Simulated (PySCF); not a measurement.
## Electronic structure of C4H12N2OSi (SMILES N[Si](N)(O)C1CCC1) in real space

```
atom    x (Å)    y (Å)    z (Å)
   N   1.5682   1.6205  -0.1836
  Si   1.3901  -0.0911  -0.0083
   N   2.0058  -0.7451   1.4728
   O   2.3176  -0.6343  -1.2398
   C  -0.4120  -0.6928  -0.0871
   C  -1.2853  -0.1645  -1.2440
   C  -2.3430   0.2989  -0.2337
   C  -1.4000  -0.0675   0.9195
   H   0.8377   2.2249   0.1524
   H   1.9103   1.9504  -1.0711
   H   1.4490  -0.6382   2.3039
   H   2.9699  -0.5511   1.6928
   H   2.5715  -1.5521  -1.2363
   H  -0.4559  -1.7815  -0.0369
   H  -0.8265   0.6524  -1.7985
   H  -1.6192  -0.9167  -1.9569
   H  -3.2535  -0.2978  -0.2557
   H  -2.6181   1.3511  -0.2937
   H  -1.8104  -0.7550   1.6575
   H  -1.0016   0.8001   1.4440
```

Geometry: GFN2-xTB.

All numbers below come from PySCF 2.14.0, PBE0/pcSseg-1, SCF density, gas phase, non-relativistic.

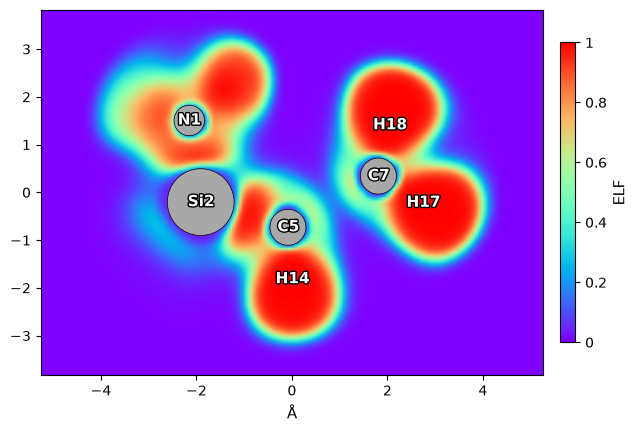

Figure 1. Electron localisation function on the plane of atoms H17, C7 and H18. Grey discs cover the atomic cores.

What do the fields say about this system?

Answer. The section cuts through N, Si, C and H sites. Si–N (1.73 Å): the ELF peaks at about 0.90 between the atoms (a shared but strongly polarised pair). C–Si (1.90 Å): the ELF peaks at about 0.95 between the atoms: localised, covalent bonding. C–H (1.09 Å): the ELF climbs to about 1 towards the hydrogen, as it does in any bond to H (a covalent bond by its length). The ELF also peaks beside N1, away from the bonds: lone-pair regions.

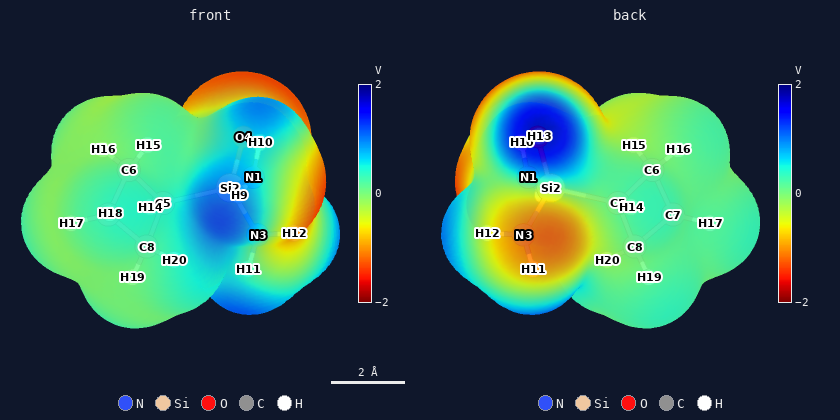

Figure 2. The electrostatic potential painted on the density surface at 0.001 e/bohr³, seen from the front and from behind; red is negative and blue positive.

Which sites attract a positive test charge, and which a negative one?

Answer. A positive charge is drawn to the negative regions and a negative charge to the positive ones. The most negative region (about −1.3 V) lies over N1 and O4, the most positive (about +1.7 V) over H13.

How polar is the molecule by this calculation?

Answer. Its dipole moment is 1.03 D.
